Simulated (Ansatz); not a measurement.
# NbSnS4: what a guessed cell relaxes into

Where does this trial cell of NbSnS4 go when cell and atoms are let free?

Program: Ansatz 0.2.0. Level of theory: DFT PBE, scalar-relativistic, plane waves, PAW. These are calculated values, not measurements.

1 further run of the same task is left out (set aside as unsound or not needed).

**1. Starting point**

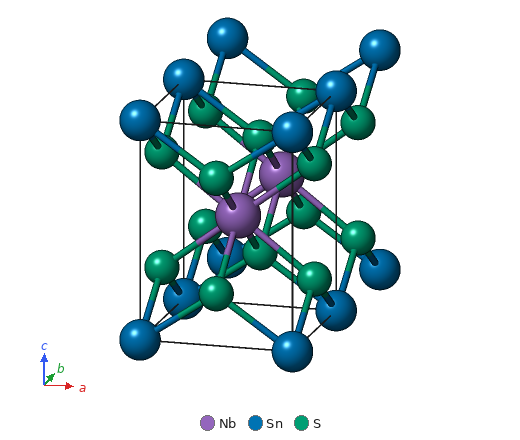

The starting structure, seen slightly off an axis (niobium purple, tin blue, sulfur teal). 1×2×1 cells are drawn. Atoms on the faces are drawn again on the opposite ones.

As a file:

```
CELL_PARAMETERS angstrom
4.43580 0.00000 0.00000
0.00000 4.43580 0.00000
0.00000 0.00000 6.37425
ATOMIC_POSITIONS crystal
Nb 0.50000 0.50000 0.50000
Sn 0.00000 0.00000 0.00000
S 0.50000 0.00000 0.76315
S 0.00000 0.50000 0.23685
S 0.50000 0.00000 0.23685
S 0.00000 0.50000 0.76315
```

The cell is invented: species swapped into a database cell of CePrO4 (P4/mmm, No. 123), with Sn on the Ce sites, Nb on the Pr sites and S on the O sites. Its size is a rough estimate.

**2. The guess as it stands, on a coarse mesh**

File input.yaml:

```yaml
crystal:
  lattice:
    - [4.43580063, 0.0, 0.0]
    - [0.0, 4.43580063, 0.0]
    - [0.0, 0.0, 6.37424777]
  atoms:
    - { symbol: Nb, position: [0.5, 0.5, 0.5] }
    - { symbol: Sn, position: [0.0, 0.0, 0.0] }
    - { symbol: S, position: [0.5, 0.0, 0.76314598] }
    - { symbol: S, position: [0.0, 0.5, 0.23685402] }
    - { symbol: S, position: [0.5, 0.0, 0.23685402] }
    - { symbol: S, position: [0.0, 0.5, 0.76314598] }
basis:
  ecutwfc: 420
kpoints:
  mp_grid: { grid: [4, 4, 4] }
hamiltonian:
  xc: pbe
scf:
  occupations: { method: gaussian, width: 0.1 }
  lower_state_search: "off"
output:
  forces: true
  stress: true
  eigenvalues: true
```

Started as:

```console
$ ansatz run input.yaml --threads 1 --pin off --max-ram 2560MiB --backend cpu --events-out ev --progress --plain --runs-dir out
```

The log of the run, shortened:

```text
Warning: RAYON_NUM_THREADS=1 ignored (pool sized by the plan → 1); use --threads N
[...]
Pseudopotentials: kind: paw
Pseudopotential: Nb, paw, valence charge 13, recommended cutoff 420 eV (normal), Nb.paw.azcp
Pseudopotential: Sn, paw, valence charge 14, recommended cutoff 420 eV (normal), Sn.paw.azcp
Pseudopotential: S, paw, valence charge 6, recommended cutoff 420 eV (normal), S.paw.azcp
Functional definition: PBE
[...]
Crystal: 6 atoms, lattice volume = 125.422 Å³
Basis set: ecut = 420 eV, 2477 PW (Γ), exchange–correlation on 60×60×90 points (8 copies of the dense FFT grid, shifted against one another)
Bands: 32, of which v1, the nominal top of the filled ones, is band 26 counted from 1 (25 counted from 0)
Symmetry: 16 space group operations
Space group: P4/mmm (ITA 123), of the structure as read, at distance tolerance 5.0e-5 Å
k-points: 18 of 64
[...]
SCF iter   1: F=—  HF=-14185.811604 eV  |F-HF|=—  |Δ(HF+E_count)|=         —  Δρ=7.92e-3  dr2=1.76e-1  ethr=1.77e-3  ⟨swp⟩=5.9  Hψ=2464  notcnv=0
[...]
SCF iter   7: F=-14185.799928 eV  HF=-14185.799928 eV  |F-HF|=3.45e-9  |Δ(HF+E_count)|=   4.14e-7  Δρ=5.46e-6  dr2=5.25e-8  ethr=1.96e-10  ⟨swp⟩=8.6  Hψ=2590  notcnv=0
[...]
SCF converged after 7 iterations
Free energy (F): -14185.799928 eV
[...]
E sigma→0 (E₀):  -14185.790214 eV
Entropy (-TS):   -0.019428 eV (-3.238 meV/atom)
Fermi energy:    8.824173 eV
[...]
--- Forces (eV/Å), atoms counted from 1 ---
  atom   1  Nb     0.00000000     0.00000000     0.00000000
  atom   2  Sn     0.00000000     0.00000000     0.00000000
  atom   3  S      0.00000000     0.00000000    -2.18916150
  atom   4  S      0.00000000     0.00000000     2.18916150
  atom   5  S      0.00000000     0.00000000     2.18916150
  atom   6  S      0.00000000     0.00000000    -2.18916150
[...]
--- Stress (GPa, compression-positive) ---
       -2.842592       0.000000       0.000000
        0.000000      -2.842592       0.000000
        0.000000       0.000000      -4.165305
  P = ⅓ Tr σ = -3.2835 GPa (-32.835 kbar)
--- Band table (eV; the first three rows and the last of 18) ---
[...]
```

Run time: 4.5 s. Hardware: 1 thread of AMD EPYC 7R43 (Zen 3), shared host; peak memory 0.45 GiB.

Read-out: pressure -3.3 GPa, largest force 2.19 eV/Å, gap on this mesh none (metal). A guess like this is first relaxed loosely on the coarse mesh.

**3. Coarse relaxation**

input.yaml, as its differences from that of step 2:

```diff
@@ -25 +25,6 @@
   eigenvalues: true
+relax:
+  adjacent_minimum: "off"
+  f_tol: 0.04
+  max_steps: 70
+  cell: { stress_tol: 0.4 }
```

Started as:

```console
$ ansatz run input.yaml --threads 1 --pin off --max-ram 2560MiB --backend cpu --events-out ev --progress --plain --runs-dir out
```

The log of the run:

```text
Warning: RAYON_NUM_THREADS=1 ignored (pool sized by the plan → 1); use --threads N
Engine: ansatz 0.2.0, x86_64-unknown-linux-gnu
[... 5 set-up lines as earlier in the session ...]
  parameter kappa = 0.804
  parameter beta = 0.06672455060314922
  exchange = pbe_x(kappa = kappa, mu = beta*pi^2/3)
  correlation = pbe_c(beta = beta)
Crystal: 6 atoms, lattice volume = 125.422 Å³
Basis set: ecut = 420 eV, 2477 PW (Γ), exchange–correlation on 60×60×90 points (8 copies of the dense FFT grid, shifted against one another)
Bands: 32, of which v1, the nominal top of the filled ones, is band 26 counted from 1 (25 counted from 0)
[... 2 set-up lines as earlier in the session ...]
k-points: 18 of 64
Non-local potential: Nb, projectors of the file, l = 0: 3, l = 1: 2, l = 2: 2, l = 3: 1
Non-local potential: Sn, projectors of the file, l = 0: 2, l = 1: 2, l = 2: 2, l = 3: 2
Non-local potential: S, projectors of the file, l = 0: 2, l = 1: 2, l = 2: 2
PAW form: soft (Blöchl's): semilocal exchange-correlation on the pseudo side does not see the compensation charge
PAW one-centre angular grid: Nb, 590 points (default); XC on 64 Gauss nodes
PAW one-centre angular grid: Sn, 590 points (default); XC on 64 Gauss nodes
PAW one-centre angular grid: S, 110 points (default); XC on 64 Gauss nodes
Initial density: superposition of atomic densities (neutral atoms: chi_scale 0, normalization atom), corrected by the library's trained network
Initial wavefunctions: pseudopotential atomic-orbital guess
Functional: x = pbe(κ = 0.804, μ = 0.2195149727645171), c = pbe(β = 0.06672455060314922)
SCF iter   1: F=—  HF=-14185.811604 eV  |F-HF|=—  |Δ(HF+E_count)|=         —  Δρ=7.92e-3  dr2=1.76e-1  ethr=1.77e-3  ⟨swp⟩=5.9  Hψ=2464  notcnv=0
preconditioner: auto → LDOS  [metal: Δε(μ)=0.064 eV  Ē_g=11.172 eV  σ=0.100 eV  W_gap=0.34  n_scr=28 (ndim 8)  ℏωp=21.7 eV  f_vac=0.033  D(μ)=2.69/eV (n_scr^D=14)  β→1.0]
SCF iter   2: F=—  HF=-14185.812790 eV  |F-HF|=—  |Δ(HF+E_count)|=   1.19e-3  Δρ=6.93e-3  dr2=1.55e-1  ethr=3.46e-4  ⟨swp⟩=2.6  Hψ=1094  notcnv=0  defer=8
SCF iter   3: F=—  HF=-14185.799818 eV  |F-HF|=—  |Δ(HF+E_count)|=   1.30e-2  Δρ=1.18e-3  dr2=3.93e-3  ethr=3.04e-4  ⟨swp⟩=1.2  Hψ=570  notcnv=0  defer=8
SCF iter   4: F=—  HF=-14185.799831 eV  |F-HF|=—  |Δ(HF+E_count)|=   1.28e-5  Δρ=2.73e-4  dr2=1.32e-4  ethr=7.70e-6  ⟨swp⟩=1.7  Hψ=603  notcnv=0  defer=8
SCF iter   5: F=—  HF=-14185.799801 eV  |F-HF|=—  |Δ(HF+E_count)|=   2.94e-5  Δρ=7.12e-5  dr2=6.01e-6  ethr=2.59e-7  ⟨swp⟩=2.0  Hψ=792  notcnv=0  defer=8
SCF iter   6: F=—  HF=-14185.799927 eV  |F-HF|=—  |Δ(HF+E_count)|=   1.26e-4  Δρ=2.09e-5  dr2=4.56e-7  ethr=1.18e-8  ⟨swp⟩=2.0  Hψ=815  notcnv=0  defer=8
SCF iter   7: F=-14185.799928 eV  HF=-14185.799928 eV  |F-HF|=3.41e-9  |Δ(HF+E_count)|=   4.14e-7  Δρ=5.46e-6  dr2=5.24e-8  ethr=1.96e-10  ⟨swp⟩=8.6  Hψ=2595  notcnv=0
SCF 1 converged in 7 iterations: F = -14185.799928 eV  dr2 = 5.24e-8
relax step   1: F+E_penalty+E_count = -14185.79992783 eV  Δ(F+E_penalty+E_count) = +0.000e0 eV  max|allowed force component| = 2.189e0 eV/Å  Δτ_max = 0.0000 Å  P = -3.283 GPa  Ω = 125.422 Å³  (7 SCF iters, dr2 threshold 1.00e-7 eV, accepted)
Crystal: 6 atoms, lattice volume = 121.051 Å³
Basis set: ecut = 420 eV, 2389 PW (Γ), exchange–correlation on 60×60×90 points (8 copies of the dense FFT grid, shifted against one another)
Initial density: handed on by an earlier stage of this run
Initial wavefunctions: those handed on with the density
iter 1 solved again at ethr=7.59e-4 eV; its pass at ethr=3.10e-3 eV (dr2=3.87e-1 eV) is discarded
SCF iter   1: F=—  HF=-14186.857002 eV  |F-HF|=—  |Δ(HF+E_count)|=         —  Δρ=1.29e-2  dr2=3.88e-1  ethr=7.59e-4  ⟨swp⟩=1.1  Hψ=3415  notcnv=0
preconditioner: auto → LDOS  [metal: Δε(μ)=0.026 eV  Ē_g=11.408 eV  σ=0.100 eV  W_gap=0.15  n_scr=28 (ndim 8)  ℏωp=22.1 eV  f_vac=0.029  D(μ)=4.60/eV (n_scr^D=36)  β→1.0]
SCF iter   2: F=—  HF=-14186.833193 eV  |F-HF|=—  |Δ(HF+E_count)|=   2.38e-2  Δρ=4.75e-3  dr2=4.76e-2  ethr=7.59e-4  ⟨swp⟩=2.0  Hψ=692  notcnv=0
SCF iter   3: F=—  HF=-14186.831358 eV  |F-HF|=—  |Δ(HF+E_count)|=   1.84e-3  Δρ=1.67e-3  dr2=9.42e-3  ethr=9.33e-5  ⟨swp⟩=2.0  Hψ=814  notcnv=0
SCF iter   4: F=—  HF=-14186.830379 eV  |F-HF|=—  |Δ(HF+E_count)|=   9.79e-4  Δρ=4.97e-4  dr2=5.68e-4  ethr=1.85e-5  ⟨swp⟩=2.1  Hψ=705  notcnv=0
SCF iter   5: F=—  HF=-14186.830786 eV  |F-HF|=—  |Δ(HF+E_count)|=   4.07e-4  Δρ=1.68e-4  dr2=8.59e-5  ethr=1.11e-6  ⟨swp⟩=2.0  Hψ=764  notcnv=0
SCF iter   6: F=—  HF=-14186.830786 eV  |F-HF|=—  |Δ(HF+E_count)|=   9.29e-8  Δρ=4.95e-5  dr2=4.30e-6  ethr=1.68e-7  ⟨swp⟩=2.1  Hψ=706  notcnv=0
SCF iter   7: F=-14186.830787 eV  HF=-14186.830787 eV  |F-HF|=2.48e-8  |Δ(HF+E_count)|=   9.17e-7  Δρ=6.11e-6  dr2=3.87e-8  ethr=1.18e-9  ⟨swp⟩=7.0  Hψ=2483  notcnv=0
SCF 2 converged in 7 iterations: F = -14186.830787 eV  dr2 = 3.87e-8
relax step   2: F+E_penalty+E_count = -14186.83078676 eV  Δ(F+E_penalty+E_count) = -1.031e0 eV  max|allowed force component| = 2.653e-1 eV/Å  Δτ_max = 0.1959 Å  P = -0.320 GPa  Ω = 121.051 Å³  energy of the carried Pulay correction = +7.955e-4 eV  (7 SCF iters, dr2 threshold 6.00e-7 eV, accepted)
Crystal: 6 atoms, lattice volume = 120.527 Å³
Basis set: ecut = 420 eV, 2373 PW (Γ), exchange–correlation on 60×60×90 points (8 copies of the dense FFT grid, shifted against one another)
iter 1 solved again at ethr=4.29e-5 eV; its pass at ethr=3.10e-3 eV (dr2=2.19e-2 eV) is discarded
SCF iter   1: F=—  HF=-14186.859151 eV  |F-HF|=—  |Δ(HF+E_count)|=         —  Δρ=2.81e-3  dr2=2.20e-2  ethr=4.29e-5  ⟨swp⟩=1.3  Hψ=3078  notcnv=0
preconditioner: auto → LDOS  [metal: Δε(μ)=0.029 eV  Ē_g=11.512 eV  σ=0.100 eV  W_gap=0.16  n_scr=28 (ndim 8)  ℏωp=22.2 eV  f_vac=0.031  D(μ)=4.35/eV (n_scr^D=36)  β→1.0]
SCF iter   2: F=—  HF=-14186.858588 eV  |F-HF|=—  |Δ(HF+E_count)|=   5.63e-4  Δρ=1.70e-3  dr2=1.05e-2  ethr=4.29e-5  ⟨swp⟩=2.0  Hψ=761  notcnv=0
SCF iter   3: F=—  HF=-14186.857441 eV  |F-HF|=—  |Δ(HF+E_count)|=   1.15e-3  Δρ=3.72e-4  dr2=5.17e-4  ethr=2.06e-5  ⟨swp⟩=2.0  Hψ=740  notcnv=0
SCF iter   4: F=—  HF=-14186.857725 eV  |F-HF|=—  |Δ(HF+E_count)|=   2.84e-4  Δρ=1.12e-4  dr2=2.71e-5  ethr=1.01e-6  ⟨swp⟩=2.1  Hψ=772  notcnv=0
SCF iter   5: F=—  HF=-14186.857726 eV  |F-HF|=—  |Δ(HF+E_count)|=   1.06e-6  Δρ=3.13e-5  dr2=1.49e-6  ethr=5.31e-8  ⟨swp⟩=1.6  Hψ=636  notcnv=0
SCF iter   6: F=-14186.857726 eV  HF=-14186.857726 eV  |F-HF|=3.69e-8  |Δ(HF+E_count)|=   3.39e-7  Δρ=8.11e-6  dr2=1.04e-7  ethr=1.18e-9  ⟨swp⟩=5.7  Hψ=2253  notcnv=0
SCF 3 converged in 6 iterations: F = -14186.857726 eV  dr2 = 1.04e-7
relax step   3: F+E_penalty+E_count = -14186.85772638 eV  Δ(F+E_penalty+E_count) = -2.694e-2 eV  max|allowed force component| = 2.466e-3 eV/Å  Δτ_max = 0.0310 Å  P = +0.571 GPa  Ω = 120.527 Å³  energy of the carried Pulay correction = +8.927e-4 eV  (6 SCF iters, dr2 threshold 6.00e-7 eV, accepted)
Crystal: 6 atoms, lattice volume = 121.288 Å³
iter 1 solved again at ethr=2.65e-6 eV; its pass at ethr=3.10e-3 eV (dr2=1.35e-3 eV) is discarded
SCF iter   1: F=—  HF=-14186.858851 eV  |F-HF|=—  |Δ(HF+E_count)|=         —  Δρ=6.18e-4  dr2=1.30e-3  ethr=2.65e-6  ⟨swp⟩=2.2  Hψ=2818  notcnv=0
preconditioner: auto → LDOS  [metal: Δε(μ)=0.008 eV  Ē_g=11.481 eV  σ=0.100 eV  W_gap=0.05  n_scr=28 (ndim 8)  ℏωp=22.1 eV  f_vac=0.032  D(μ)=4.50/eV (n_scr^D=36)  β→1.0]
SCF iter   2: F=—  HF=-14186.858748 eV  |F-HF|=—  |Δ(HF+E_count)|=   1.03e-4  Δρ=2.50e-4  dr2=2.78e-4  ethr=2.55e-6  ⟨swp⟩=2.1  Hψ=707  notcnv=0
SCF iter   3: F=—  HF=-14186.859039 eV  |F-HF|=—  |Δ(HF+E_count)|=   2.91e-4  Δρ=9.13e-5  dr2=3.28e-5  ethr=5.45e-7  ⟨swp⟩=2.0  Hψ=755  notcnv=0
SCF iter   4: F=—  HF=-14186.859036 eV  |F-HF|=—  |Δ(HF+E_count)|=   3.17e-6  Δρ=2.65e-5  dr2=1.96e-6  ethr=6.43e-8  ⟨swp⟩=2.1  Hψ=697  notcnv=0
SCF iter   5: F=-14186.859036 eV  HF=-14186.859036 eV  |F-HF|=3.65e-8  |Δ(HF+E_count)|=   3.79e-8  Δρ=6.06e-6  dr2=7.55e-8  ethr=1.18e-9  ⟨swp⟩=5.2  Hψ=2188  notcnv=0
SCF 4 converged in 5 iterations: F = -14186.859036 eV  dr2 = 7.55e-8
relax step   4: F+E_penalty+E_count = -14186.85903576 eV  Δ(F+E_penalty+E_count) = -1.309e-3 eV  max|allowed force component| = 1.419e-2 eV/Å  Δτ_max = 0.0015 Å  P = +0.026 GPa  Ω = 121.288 Å³  energy of the carried Pulay correction = +7.516e-4 eV  (5 SCF iters, dr2 threshold 6.00e-7 eV, accepted)
Initial wavefunctions: pseudopotential atomic-orbital guess (no wavefunctions were taken with the density)
iter 1 solved again at ethr=8.36e-8 eV; its pass at ethr=3.10e-3 eV (dr2=4.26e-5 eV) is discarded
SCF iter   1: F=—  HF=-14186.858180 eV  |F-HF|=—  |Δ(HF+E_count)|=         —  Δρ=3.27e-5  dr2=2.16e-7  ethr=8.36e-8  ⟨swp⟩=3.9  Hψ=4140  notcnv=0
preconditioner: auto → LDOS  [metal: Δε(μ)=0.040 eV  Ē_g=11.475 eV  σ=0.100 eV  W_gap=0.22  n_scr=28 (ndim 8)  ℏωp=22.1 eV  f_vac=0.032  D(μ)=4.50/eV (n_scr^D=36)  β→1.0]
SCF iter   2: F=—  HF=-14186.858491 eV  |F-HF|=—  |Δ(HF+E_count)|=   3.11e-4  Δρ=7.04e-6  dr2=6.65e-8  ethr=4.23e-10  ⟨swp⟩=2.0  Hψ=1037  notcnv=0
SCF iter   3: F=—  HF=-14186.858491 eV  |F-HF|=—  |Δ(HF+E_count)|=   2.06e-8  Δρ=2.42e-6  dr2=1.86e-8  ethr=1.30e-10  ⟨swp⟩=2.0  Hψ=964  notcnv=0
SCF iter   4: F=-14186.858491 eV  HF=-14186.858491 eV  |F-HF|=5.84e-10  |Δ(HF+E_count)|=   1.85e-9  Δρ=8.63e-7  dr2=7.60e-10  ethr=7.53e-12  ⟨swp⟩=3.5  Hψ=2173  notcnv=0
SCF 5 converged in 4 iterations: F = -14186.858491 eV  dr2 = 7.60e-10
relax step   5: F+E_penalty+E_count = -14186.85849134 eV  Δ(F+E_penalty+E_count) = +5.444e-4 eV  max|allowed force component| = 1.439e-2 eV/Å  Δτ_max = 0.0000 Å  P = +0.019 GPa  Ω = 121.288 Å³  stress off target by 2.65e-2 GPa  SCF on the basis re-selected at this cell (its energy is not comparable with the rows above)  (4 SCF iters)
basis re-selected at this cell: Δ(F+E_penalty+E_count) = +5.444e-4 eV, ΔP = -0.006 GPa vs the last step (what re-selecting the basis moved, of the pressure what is left beyond the Pulay correction that the steps carried, after the strain that the cell walked since its last selection, with what the two solves' SCF thresholds leave and, on support functions, any second-order correction that the steps lacked; it is no measure of the basis error at this ecutwfc). This SCF's stress stands 2.65e-2 GPa from its target on what of the cell is left free (relax.cell.stress_tol is 4.00e-1 GPa) and its largest allowed force component is 1.44e-2 eV/Å (relax.f_tol is 4.00e-2 eV/Å): within both
SCF converged after 4 iterations
Free energy (F): -14186.858491 eV
Harris-Foulkes:  -14186.858491 eV  (|F-HF|=5.84e-10)
Internal energy: -14186.836009 eV  (E = F + TS)
E sigma→0 (E₀):  -14186.847250 eV
Entropy (-TS):   -0.022482 eV (-3.747 meV/atom)
Fermi energy:    9.285383 eV
--- Per-component energies (eV) ---
  E_band       = -229.865114
  E_kinetic    = 1003.796754
  E_local      = -2442.255815  (includes V_loc(G=0)·N_el)
  E_nonlocal   = 201.319623
  E_hartree    = 1073.588961
  E_xc         = -944.931770
  E_vxc        = -656.792835  (∫ρ·V_xc dr)
  E_paw        = -9611.250034  (= ΣΔE_a)
  E_vpaw       = -483.109889  (= ΣTr[D̂ρ^β])
  E_aug_tail   = 0.000013  (compensation charges beyond the density's cutoff)
  E_ewald      = -3467.103740
  E_smearing   = -0.022482  (= −TS)
  E_closure    = 0.000000  (closes the sum)
  Σ components = -14186.858491   (vs F -14186.858491, Δ=0.00e0)
--- Forces (eV/Å), atoms counted from 1 ---
  atom   1  Nb     0.00000000     0.00000000     0.00000000
  atom   2  Sn     0.00000000     0.00000000     0.00000000
  atom   3  S      0.00000000     0.00000000    -0.01438879
  atom   4  S      0.00000000     0.00000000     0.01438879
  atom   5  S      0.00000000     0.00000000     0.01438879
  atom   6  S      0.00000000     0.00000000    -0.01438879
  max |Σ_I F_I| component: 8.33e-17 eV/Å
--- Stress (GPa, compression-positive) ---
        0.026531       0.000000       0.000000
        0.000000       0.026531       0.000000
        0.000000       0.000000       0.005264
  P = ⅓ Tr σ = 0.0194 GPa (0.194 kbar)
--- Band table (eV; the first three rows and the last of 18) ---
  k-point 0: bands = ["-46.6080", "-22.6642", "-22.6070", "-22.6070", "-12.2711", "-12.2403", "-12.2385", "-12.2385", "-12.2200", "-5.3198", "-3.8042", "-2.8304", "-1.5803", "1.4126", "4.4573", "4.4573", "4.4853", "4.4853", "4.9892", "6.9644", "7.8100", "8.4526", "8.4526", "8.6181", "8.6181", "9.1648", "9.6760", "10.3494", "11.8668", "11.8668", "12.0280", "12.4972"]
  k-point 1: bands = ["-46.6080", "-22.6643", "-22.6070", "-22.6070", "-12.2711", "-12.2403", "-12.2385", "-12.2385", "-12.2199", "-5.1649", "-4.0977", "-2.7737", "-1.6850", "2.0279", "4.1433", "4.1433", "4.9092", "4.9092", "5.3363", "5.6275", "7.9835", "7.9835", "8.5124", "8.8168", "8.8168", "8.9517", "9.1675", "10.0299", "12.0061", "12.0061", "12.1187", "12.7856"]
  k-point 2: bands = ["-46.6080", "-22.6643", "-22.6070", "-22.6070", "-12.2710", "-12.2403", "-12.2385", "-12.2385", "-12.2198", "-4.8525", "-4.5343", "-2.7058", "-1.7991", "3.1362", "4.0261", "4.0261", "4.1715", "5.1580", "5.1580", "5.8038", "7.6413", "7.6413", "8.2013", "8.9008", "8.9008", "9.1529", "9.1703", "9.4217", "12.0082", "12.0082", "12.2223", "12.9788"]
  k-point 17: bands = ["-46.6071", "-22.6574", "-22.6279", "-22.6279", "-12.2531", "-12.2531", "-12.2469", "-12.2399", "-12.2137", "-3.3199", "-3.3199", "-3.2620", "-3.2620", "1.1070", "2.9453", "3.3452", "4.4439", "5.7433", "5.7433", "6.1490", "6.1490", "6.7947", "8.7139", "9.2626", "9.3912", "9.6300", "9.6622", "9.9869", "11.0728", "11.0728", "13.1464", "14.3350"]
--- Relaxed structure (4 steps of the walk, 4 accepted, 1 SCFs on fresh bases) ---
  F+E_penalty+E_count = -14186.85849134 eV   max|allowed force component| = 1.439e-2 eV/Å   (the final SCF, on the basis selected at the relaxed cell)
  cell:  # Å, volume = 121.2877 Å³
    - [4.356588846758908, 3.413381579680918e-34, 0.0]
    - [3.413381579680918e-34, 4.356588846758908, 0.0]
    - [0.0, 0.0, 6.390335511990119]
  atoms:
    - { symbol: Nb, position: [0.5, 0.5, 0.5] }
    - { symbol: Sn, position: [-2.0295590700381923e-35, 1.0176062189606534e-36, -9.071519958486577e-20] }
    - { symbol: S, position: [0.5, 3.3920207298688385e-37, 0.7273200680278388] }
    - { symbol: S, position: [-1.944758551791471e-35, 0.5, 0.2726799319721612] }
    - { symbol: S, position: [0.5, 3.3920207298688385e-37, 0.2726799319721612] }
    - { symbol: S, position: [-1.944758551791471e-35, 0.5, 0.7273200680278388] }
```

It took 24 s on 1 thread of AMD EPYC 7R43 (Zen 3), shared host; peak memory 0.48 GiB.

The steps of the relaxation:

```csv
step,E - E(step 1) (eV/cell),largest force component (eV/Å),pressure (GPa),volume (Å³)
1,0.0000,2.1892,-3.28,125.42
2,-1.0309,0.2653,-0.32,121.05
3,-1.0578,0.0025,0.57,120.53
4,-1.0591,0.0142,0.03,121.29
5,-1.0586,0.0144,0.02,121.29
```

Step 1 is the start. Step 5 repeats the geometry before it on a plane-wave basis chosen anew for that cell, so its energy need not be comparable with the rows above.

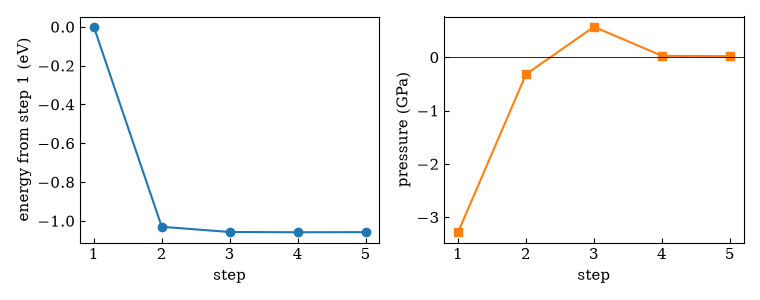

Energy and pressure along the relaxation.

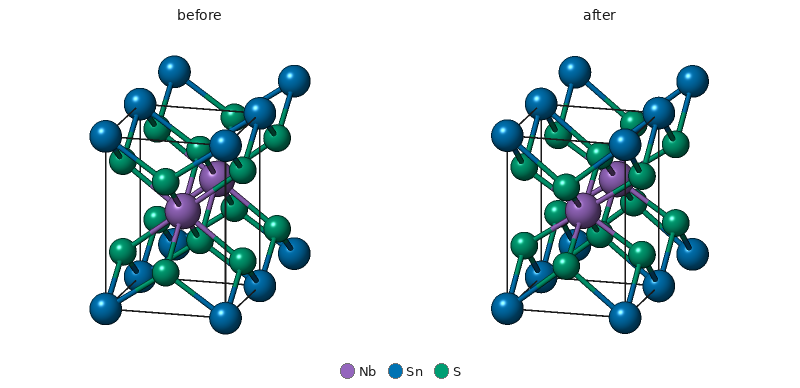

The structure before (left) and after (right) the relaxation, drawn at the same scale.

|  | before | after | change |
| --- | --- | --- | --- |
| a (Å) | 4.436 | 4.357 | -1.8 % |
| b (Å) | 4.436 | 4.357 | -1.8 % |
| c (Å) | 6.374 | 6.390 | +0.3 % |
| volume (Å³/atom) | 20.90 | 20.21 | -3.3 % |
| shortest distance (Å) | 2.683 | 2.618 | -2.4 % |
| space group (0.01 Å) | P4/mmm | P4/mmm | same |

The run keeps the 16 symmetry operations of the start, so it could not have lowered the symmetry.

(Part 1 of 2 ends here.)
